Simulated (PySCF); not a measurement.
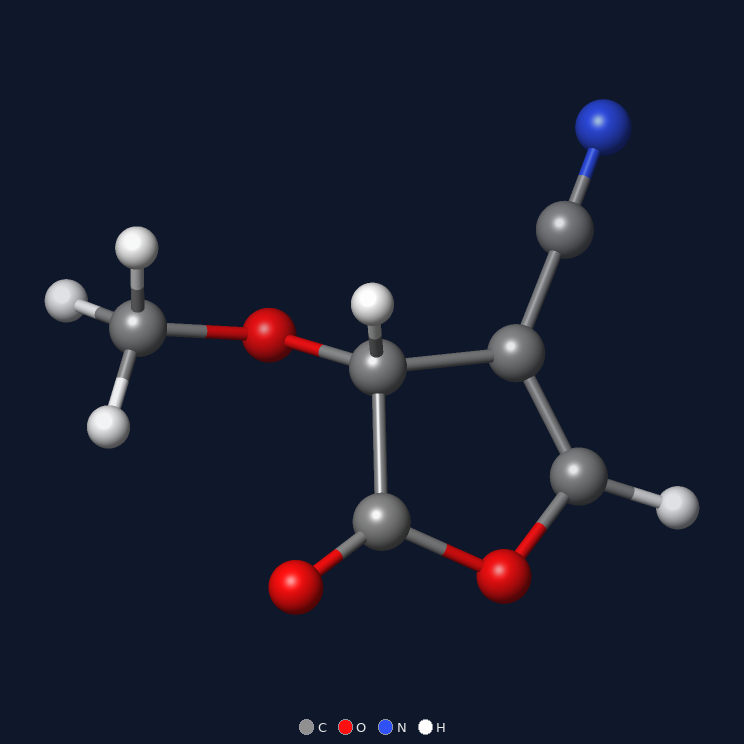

The picture shows a molecular structure as a ball-and-stick model. Every bond is drawn as one stick, whatever its order.

The computed structure is the end point of a GFN2-xTB optimisation. No frequency run is at hand to confirm it as a minimum.

Description:

It has 15 atoms: 6 carbon, 5 hydrogen, 1 nitrogen and 3 oxygen (C6H5NO3). As SMILES it reads `CO[C@H]1C(=O)OC=C1C#N`. Independent rings (smallest set): 1 of 5 members. Among its groups: ether, ester, nitrile, alkene. The point group is C1. Coordination: 2 C tetrahedral; 2 O bent; 3 C trigonal planar; 1 C linear.

The parts below concern this one geometry. Atoms keep their numbers from picture to picture.

Geometry

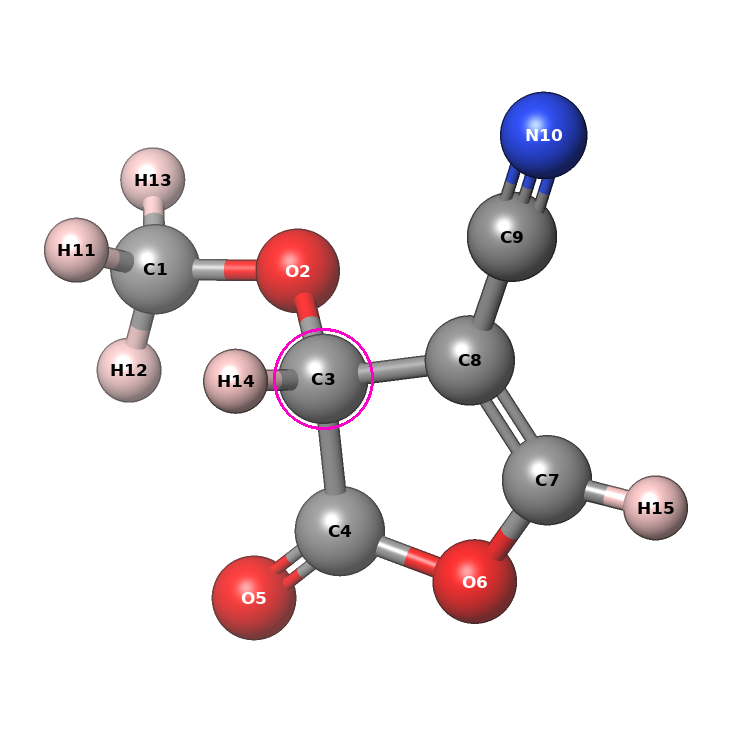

Atoms fade into the background with distance from the viewer. Circles mark the stereogenic atoms. No frequency run is at hand to confirm it as a minimum.

Give the R/S and E/Z labels.

Answer. C3: R (priorities O2 > C4 > C8 > H14).

Dipole moment

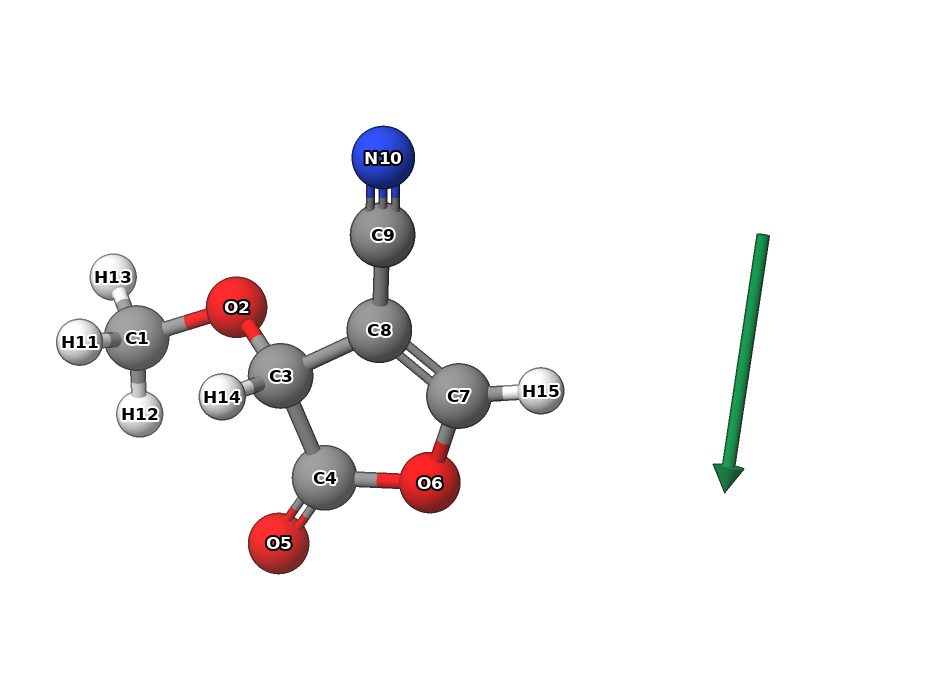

The arrow beside the molecule shows the direction of the dipole moment, from the negative to the positive end (its length means nothing). No frequency run is at hand to confirm it as a minimum. Method: PBE0/pcSseg-1, gas phase (PySCF 2.14.0).

Estimate the dipole moment.

Answer. 1.75 D; it points from the side of N10 to the side of O5 (the outermost atoms at the two ends).

NMR shielding

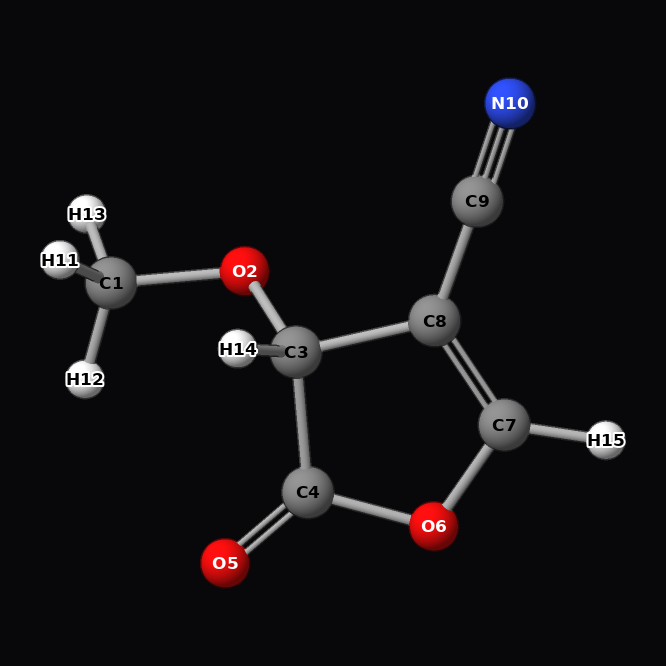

The questions are on isotropic NMR shieldings of the H atoms. No frequency run is at hand to confirm it as a minimum. Level of theory: GIAO PBE0/pcSseg-1 NMR shielding, non-relativistic, gas phase (PySCF 2.14.0).

Which H atom is the most shielded (lowest chemical shift)?

Answer. H11 (28.27 ppm).

Which H atom is the least shielded (highest chemical shift)?

Answer. H15 (24.23 ppm).

How wide is the range of H shifts?

Answer. 4.04 ppm.

List the isotropic NMR shieldings of the H atoms.

```csv
atom,σ (ppm)
H11,28.27
H12,27.10
H13,27.79
H14,27.40
H15,24.23
```

Quadrupole coupling

No frequency run is at hand to confirm it as a minimum. Electric field gradients from the ground-state density, PBE0/pcSseg-1 (PySCF 2.14.0), non-relativistic apart from any core potentials.

Give the largest field-gradient component, the quadrupole coupling constant and the asymmetry for 17O at O2 (Q = −25.6 mb), 17O at O5 (Q = −25.6 mb), 17O at O6 (Q = −25.6 mb), 14N at N10 (Q = 20.44 mb), 2H at H11 (Q = 2.86 mb), 2H at H12 (Q = 2.86 mb).

```json
{"atom": "O2", "V_zz (a.u.)": "2.081", "e²qQ/h (MHz)": "−12.52", "η": "0.99"}
{"atom": "O5", "V_zz (a.u.)": "−1.684", "e²qQ/h (MHz)": "10.13", "η": "0.35"}
{"atom": "O6", "V_zz (a.u.)": "1.549", "e²qQ/h (MHz)": "−9.32", "η": "0.31"}
{"atom": "N10", "V_zz (a.u.)": "−0.978", "e²qQ/h (MHz)": "−4.70", "η": "0.16"}
{"atom": "H11", "V_zz (a.u.)": "0.291", "e²qQ/h (MHz)": "0.196", "η": "0.09"}
{"atom": "H12", "V_zz (a.u.)": "0.288", "e²qQ/h (MHz)": "0.194", "η": "0.09"}
```
